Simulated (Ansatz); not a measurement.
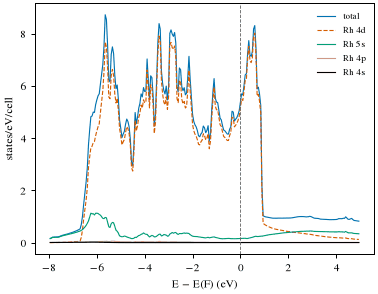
*Total and projected density of states of Rh (dhcp (α-La type), P6_3/mmc), DFT-LDA in the program Ansatz with PAW potentials*

Task: Which orbitals carry the states next to the Fermi level?

Result: Within 0.5 eV of the Fermi level: Rh 4d 96 %. Projections are on Löwdin-orthogonalised atomic valence shells; empty p or d shells of many metals are not among them.

Task: Where is the tallest occupied peak in this window, and what makes it?

Result: Near -5.6 eV, about 8.7 states/eV per cell; the largest projected share is Rh 4d.

The workflow started from a Materials Project entry (that database holds measured and hypothetical structures alike); the Crystallography Open Database copy checked does not list it. It is not the phase usual at ambient conditions (space group No. 225). The LDA relaxation kept the symmetry of its start; its stability against distortions is not shown here. No spin polarisation was allowed. Spin–orbit coupling is left out wherever it is not named.

Potentials: the later of the program's two PAW sets.
